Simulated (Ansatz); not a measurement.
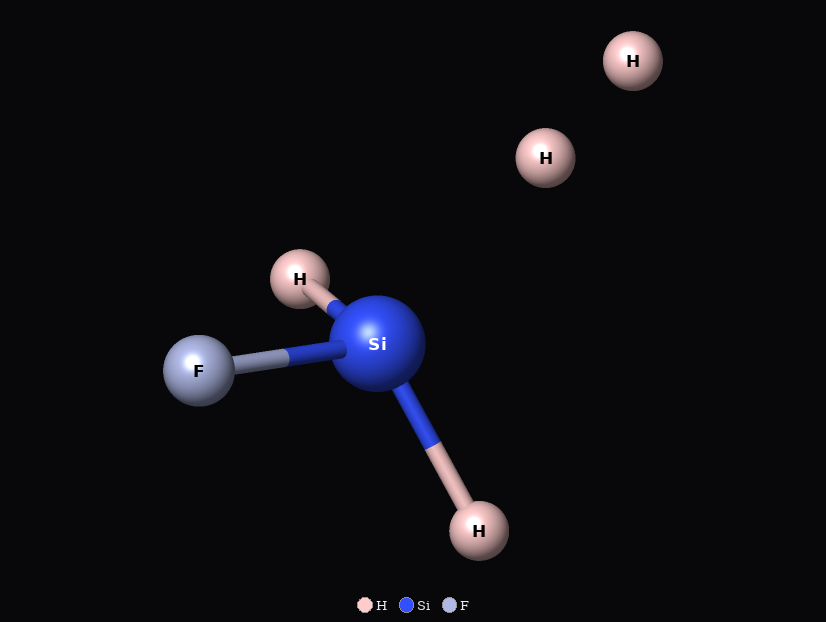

Charge 0, doublet. Sticks follow a distance rule. Harmonic vibrations computed with UKS PBE0-D4/def2-SVP (Ansatz 0.2.0) at a stationary point of the same level.

Q: How many imaginary frequencies does it have?

A: A first-order saddle point: one imaginary frequency, 1155i cm⁻¹.

Q: List the wavenumbers.

A: 12 modes: 1155i, 262, 326, 713, 801, 879, 930, 1179, 1197, 1232, 2211, 2243 cm⁻¹.
